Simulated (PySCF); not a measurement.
# C₆H₁₀OSi: magnetic properties

What do calculations give for the magnetic properties of C₆H₁₀OSi (`C=C/C=C/C=C/O[SiH3]`)?

Computed with PySCF 2.14.0 and routines of our own; the level stands in each step. Atoms count from 0.

## 1. The system as given

18 atoms, charge 0, multiplicity 1; geometry from: GFN2-xTB.

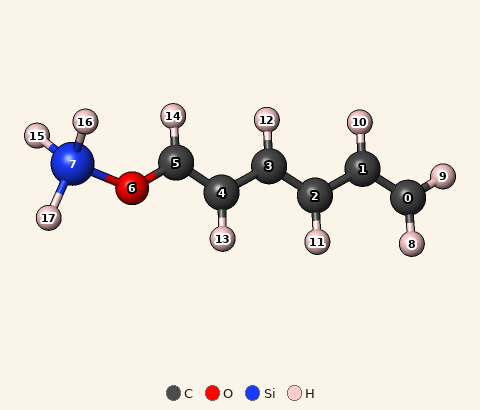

The starting geometry (carbon dark grey, oxygen red, silicon blue, hydrogen pink).

## 2. Magnetic properties: GIAO B3LYP/pcSseg-1

The job: settings as JSON, then the geometry in Å.

```
{"job": {"kind": "mag", "xc": "B3LYP", "basis": "pcSseg-1", "isotopologues": 2}, "charge": 0, "multiplicity": 1}
C     -4.360293    -0.139062    -0.571133
C     -3.173948     0.437296    -0.385052
C     -1.944609    -0.291609    -0.232112
C     -0.748595     0.293907    -0.044861
C      0.481055    -0.424687     0.107732
C      1.661853     0.176975     0.294020
O      2.800743    -0.518865     0.433976
Si     4.349449    -0.075958     0.669805
H     -4.464152    -1.210650    -0.618435
H     -5.263859     0.434853    -0.680938
H     -3.097172     1.516572    -0.340557
H     -2.011834    -1.370867    -0.275179
H     -0.684095     1.374062    -0.002014
H      0.445516    -1.504374     0.069567
H      1.745254     1.257624     0.339018
H      4.479447     0.682836     1.915924
H      4.815386     0.760380    -0.438801
H      4.961094    -1.392117     0.714061
```

Method: GIAO B3LYP/pcSseg-1 magnetisability, rotational g tensor and spin-rotation constants, non-relativistic, gas phase.

Launch:

```bash
$ OMP_NUM_THREADS=1 python excited_run.py task.json out
```

This one command runs all jobs of the session in turn.

What it wrote:

```text
coarse grid: 15432 points
cycle   1  E = -599.1435453529  dE =  1.035e+00  |g| = 7.504e-01  |ddm| = 3.970e+00
cycle   2  E = -599.0076207068  dE =  1.359e-01  |g| = 1.135e+00  |ddm| = 1.734e+00
cycle   3  E = -599.2536979718  dE = -2.461e-01  |g| = 1.402e-01  |ddm| = 1.205e+00
cycle   4  E = -599.2572653888  dE = -3.567e-03  |g| = 4.935e-02  |ddm| = 1.510e-01
cycle   5  E = -599.2577408360  dE = -4.754e-04  |g| = 2.640e-02  |ddm| = 6.436e-02
cycle   6  E = -599.2579172386  dE = -1.764e-04  |g| = 4.173e-03  |ddm| = 2.476e-02
cycle   7  E = -599.2579202088  dE = -2.970e-06  |g| = 2.179e-03  |ddm| = 4.846e-03
final grid: 144104 points
cycle   8  E = -599.3285235594  dE = -3.029e-05  |g| = 6.487e-03  |ddm| = 2.637e-02
cycle   9  E = -599.3285116324  dE =  1.193e-05  |g| = 9.455e-03  |ddm| = 1.301e-02
cycle  10  E = -599.3285333377  dE = -2.171e-05  |g| = 1.812e-03  |ddm| = 8.730e-03
cycle  11  E = -599.3285342122  dE = -8.746e-07  |g| = 2.443e-04  |ddm| = 1.788e-03
cycle  12  E = -599.3285342233  dE = -1.106e-08  |g| = 1.626e-04  |ddm| = 4.024e-04
cycle  13  E = -599.3285342296  dE = -6.279e-09  |g| = 3.140e-05  |ddm| = 1.563e-04
cycle  14  E = -599.3285342298  dE = -2.033e-10  |g| = 8.721e-06  |ddm| = 3.323e-05
converged SCF energy = -599.3285342298

Magnetisability tensor (1e-30 J/T^2)
    -1197.66      -10.05       20.94
      -10.05     -860.15       13.60
       20.94       13.60    -1345.08
isotropic -1134.30   principal values   -1348.45  -1194.93   -859.50
isotropic susceptibility -68.309 1e-6 cm^3/mol

Inertial axes            a          b          c
rot. const./GHz     18.2520     0.4164     0.4090
chi total           -71.911    -51.810    -81.206
chi diamagnetic    -198.528  -2971.280  -3036.343
chi paramagnetic    126.616   2919.471   2955.138
quadrupole/D A        6.009      2.774     -8.783
g nuclear            0.8223     0.5616     0.5654
g electronic        -1.0857    -0.5711    -0.5678
g total             -0.2634    -0.0096    -0.0024

Spin-rotation constants (kHz, H = +C I.J)
atom  isotope        aa         bb         cc
  8     1H       -1.789      0.038     -0.049
  9     1H        0.748     -0.022     -0.048
 10     1H       -1.754      0.046     -0.049
 11     1H       -1.730      0.045     -0.051
 12     1H       -1.652      0.043     -0.052
 13     1H       -1.731      0.043     -0.051
 14     1H       -1.632      0.040     -0.048
 15     1H       -1.546     -0.020      0.001
 16     1H       -1.545     -0.020      0.001
 17     1H       -1.242      0.011     -0.037
  0    13C*       6.406      0.173      0.059
  1    13C*       6.846      0.208      0.064
  2    13C*       6.599      0.193      0.072
  3    13C*       6.831      0.193      0.065
  4    13C*       6.459      0.173      0.070
  5    13C*       6.833      0.190      0.095
  6    17O*      -4.162     -0.057     -0.015
  7   29Si*      -9.423     -0.261     -0.261
* in the singly substituted isotopologue

Isotopologues: g along a, b, c
2H    at 8,9,10,11,12,1    -0.1606    -0.0086    -0.0022
13C   at 0                 -0.2631    -0.0094    -0.0024
```

Run time: 40 s. Hardware: 1 thread of Intel Xeon 6975P-C, shared host; peak memory 0.83 GiB.

In short:

```tsv
quantity	value
magnetisability	-1134·10⁻³⁰ J/T²
molar susceptibility	-68.3·10⁻⁶ cm³/mol
rotational g (a, b, c)	-0.2634, -0.0096, -0.0024
```

The fields below are evaluated on a grid from the run's orbitals.

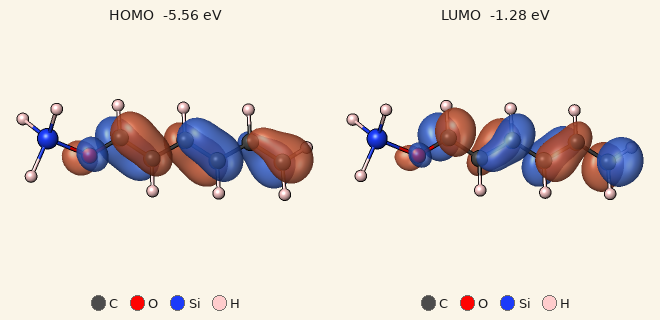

B3LYP/pcSseg-1 orbitals near the gap, drawn at the value that encloses 70 % of each; the two colours are the two signs.

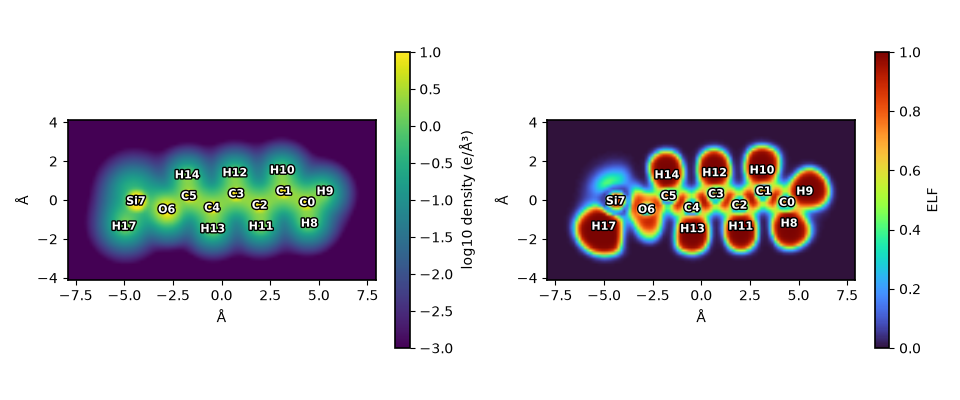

Density (left) and ELF (right) in a plane through or near 16 of the atoms.

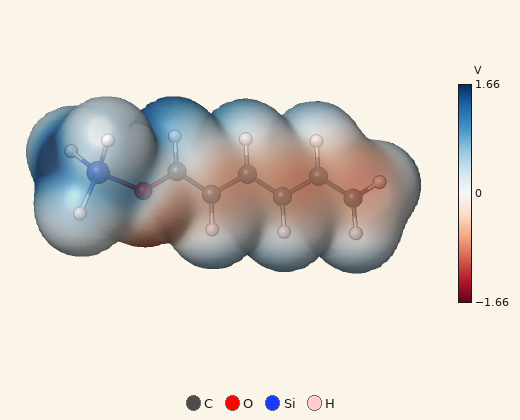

The potential that a unit positive charge feels on the 0.002 e/bohr³ surface, from the 1st to the 99th percentile, from -0.82 V near O6 to 1.66 V near H14.

## 3. Magnetic properties: GIAO wB97X-D/pcSseg-1

Settings changed since step 2:

```diff
@@ -1,2 +1,2 @@
-{"job": {"kind": "mag", "xc": "B3LYP", "basis": "pcSseg-1", "isotopologues": 2}, "charge": 0, "multiplicity": 1}
+{"job": {"kind": "mag", "xc": "wB97X-D", "basis": "pcSseg-1"}, "charge": 0, "multiplicity": 1}
 C     -4.360293    -0.139062    -0.571133
```

Level: GIAO wB97X-D/pcSseg-1 magnetisability, rotational g tensor and spin-rotation constants, non-relativistic, gas phase.

What it wrote:

```text
coarse grid: 15432 points
cycle   1  E = -599.0199350011  dE =  1.311e+00  |g| = 6.572e-01  |ddm| = 3.892e+00
cycle   2  E = -599.0176640676  dE =  2.271e-03  |g| = 7.324e-01  |ddm| = 1.105e+00
cycle   3  E = -599.1079564031  dE = -9.029e-02  |g| = 7.405e-02  |ddm| = 5.964e-01
cycle   4  E = -599.1090032948  dE = -1.047e-03  |g| = 3.746e-02  |ddm| = 1.003e-01
cycle   5  E = -599.1093747745  dE = -3.715e-04  |g| = 1.062e-02  |ddm| = 4.140e-02
cycle   6  E = -599.1094063305  dE = -3.156e-05  |g| = 2.126e-03  |ddm| = 1.264e-02
cycle   7  E = -599.1094098092  dE = -3.479e-06  |g| = 8.977e-04  |ddm| = 5.274e-03
final grid: 144104 points
cycle   8  E = -599.1736224198  dE = -1.423e-04  |g| = 3.620e-03  |ddm| = 4.078e-02
cycle   9  E = -599.1736253228  dE = -2.903e-06  |g| = 1.875e-03  |ddm| = 8.978e-03
cycle  10  E = -599.1736260256  dE = -7.028e-07  |g| = 6.136e-04  |ddm| = 1.964e-03
cycle  11  E = -599.1736261151  dE = -8.952e-08  |g| = 2.391e-04  |ddm| = 1.008e-03
cycle  12  E = -599.1736261290  dE = -1.386e-08  |g| = 3.954e-05  |ddm| = 2.777e-04
cycle  13  E = -599.1736261295  dE = -5.093e-10  |g| = 1.728e-05  |ddm| = 8.363e-05
converged SCF energy = -599.1736261295

Magnetisability tensor (1e-30 J/T^2)
    -1205.74      -13.19       21.55
      -13.19     -865.79       13.40
       21.55       13.40    -1357.90
isotropic -1143.14   principal values   -1361.35  -1203.12   -864.96
isotropic susceptibility -68.842 1e-6 cm^3/mol

Inertial axes            a          b          c
rot. const./GHz     18.2520     0.4164     0.4090
chi total           -72.384    -52.159    -81.982
chi diamagnetic    -197.942  -2970.045  -3034.631
chi paramagnetic    125.558   2917.887   2952.649
quadrupole/D A        7.015      2.676     -9.691
g nuclear            0.8223     0.5616     0.5654
g electronic        -1.0766    -0.5708    -0.5674
g total             -0.2543    -0.0093    -0.0020

Spin-rotation constants (kHz, H = +C I.J)
atom  isotope        aa         bb         cc
  8     1H       -1.780      0.038     -0.049
  9     1H        0.745     -0.021     -0.047
 10     1H       -1.751      0.046     -0.048
 11     1H       -1.727      0.045     -0.050
 12     1H       -1.646      0.043     -0.051
 13     1H       -1.729      0.043     -0.050
 14     1H       -1.635      0.040     -0.048
 15     1H       -1.556     -0.021      0.001
 16     1H       -1.555     -0.020      0.001
 17     1H       -1.247      0.011     -0.037
  0    13C*       6.314      0.173      0.056
  1    13C*       6.738      0.204      0.060
  2    13C*       6.466      0.189      0.068
  3    13C*       6.722      0.191      0.061
  4    13C*       6.301      0.168      0.065
  5    13C*       6.736      0.188      0.091
  6    17O*      -3.826     -0.052     -0.013
  7   29Si*      -9.308     -0.258     -0.257
* in the singly substituted isotopologue
```

It took 44 s on 1 thread of Intel Xeon 6975P-C, shared host; peak memory 0.89 GiB.

In short:

```tsv
quantity	value
magnetisability	-1143·10⁻³⁰ J/T²
molar susceptibility	-68.8·10⁻⁶ cm³/mol
rotational g (a, b, c)	-0.2543, -0.0093, -0.0020
```

## 4. The levels compared

```tsv
level	ξ (10⁻³⁰ J/T²)	g(a)	g(b)	gap (eV)	functions	time
GIAO B3LYP/pcSseg-1	-1134	-0.2634	-0.0096	4.28	193	40 s
GIAO wB97X-D/pcSseg-1	-1143	-0.2543	-0.0093	7.93	193	44 s
```

## 5. What came out

| quantity | value |
| --- | --- |
| magnetisability (step 2, GIAO B3LYP/pcSseg-1) | -1134·10⁻³⁰ J/T² |
| molar susceptibility (step 2, GIAO B3LYP/pcSseg-1) | -68.3·10⁻⁶ cm³/mol |
| rotational g (a, b, c) (step 2, GIAO B3LYP/pcSseg-1) | -0.2634, -0.0096, -0.0024 |
| surface potential, 1st and 99th percentile | -0.82 V and 1.66 V |
| magnetisability over the levels | -1143 to -1134·10⁻³⁰ J/T² |

By nearest atom (B3LYP/pcSseg-1), the HOMO sits on C0, C2, C5 about 16 % each; C3, C4 about 12 % each and the LUMO on C0, C3, C5 about 16 % each; C2 14 %. The magnetisability spreads by 0.8 % over 2 levels of like cost. Two levels can agree by chance, so this spread shows no convergence. Vibrational averaging and real surroundings are missing from these values.
